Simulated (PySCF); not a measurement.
CF₄, SMILES `FC(F)(F)F`.

PySCF calculation, PBE0/def2-TZVP, gas phase; geometry: GFN2-xTB. No frequency check shows the geometry to be a minimum.

The calculation's input:

```python
import numpy as np
from pyscf import gto, scf, dft
from pyscf.scf import atom_ks, atom_hf
from scipy.linalg import block_diag

def solve(mol, dm0=None, hcore=None):
    mf = (dft.UKS if mol.spin else dft.RKS)(mol, xc='pbe0')
    mf.grids.level = 3
    mf = mf.density_fit(auxbasis='def2-universal-jkfit')
    mf.conv_tol, mf.max_cycle = 1e-8, 80
    if hcore is not None:
        mf.get_hcore = lambda *args: hcore
    mf.kernel(dm0)
    if not mf.converged:
        mf = mf.newton().run(mf.mo_coeff, mf.mo_occ, max_cycle=30)
    assert mf.converged, 'SCF not converged'
    return mf

mol = gto.M(atom='''
F     -0.75871     0.71349     0.80128
C      0.00002     0.00002    -0.00006
F     -0.75871    -0.71350    -0.80127
F      0.75871     0.80131    -0.71345
F      0.75870    -0.80132     0.71347
''', basis='def2-tzvp', charge=0, spin=0, verbose=4)
mf = solve(mol)
mf.analyze()
# spherically averaged free atoms, for the promolecule
atm = atom_ks.get_atm_nrks(mol, xc='pbe0')
pro = block_diag(*[(atm[a[0]][2] * atm[a[0]][3]) @ atm[a[0]][2].T for a in mol._atom])
np.savez('result.npz', e=mf.e_tot, c=mf.mo_coeff, occ=mf.mo_occ, eps=mf.mo_energy, pro=pro, dip=mf.dip_moment(verbose=0), s2=mf.spin_square()[0])
```

Command:

```sh
OMP_NUM_THREADS=1 python input.py
```

The run took 6 s on 1 thread of Intel(R) Xeon(R) 6975P-C (Granite Rapids) (shared host), peak memory 0.54 GiB.

Partitions, critical points and surface values were worked out afterwards from this run's density.

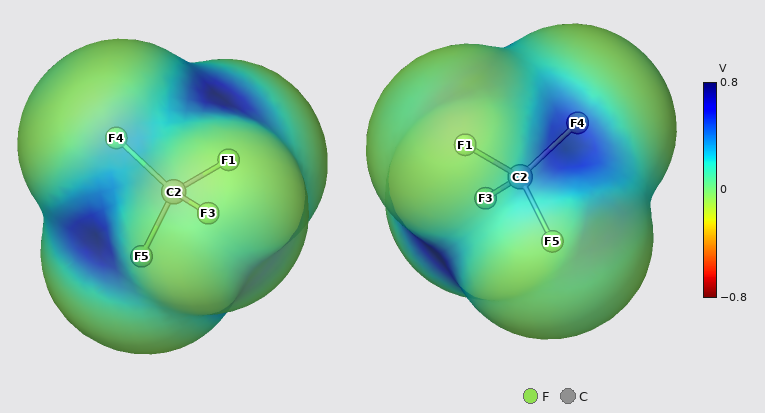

Electrostatic potential on the surface of electron density 0.001 a.u. (back view left, front view right).

**Where are the extremes of the potential on the surface?**

Highest: 0.76 V, off the F1–C2 bond (1.9 Å from its atoms), and at like points elsewhere. Further maxima include 0.03 V, 1.6 Å from F4. Lowest: −0.06 V, 1.6 Å from F5, and at like points elsewhere. The surface is sampled at points, so like sites can differ by a few per cent and only the strongest of them is named.

**What volume does the surface enclose, and what is the dipole moment?**

About 61 Å³; the dipole moment is 0.0 D.
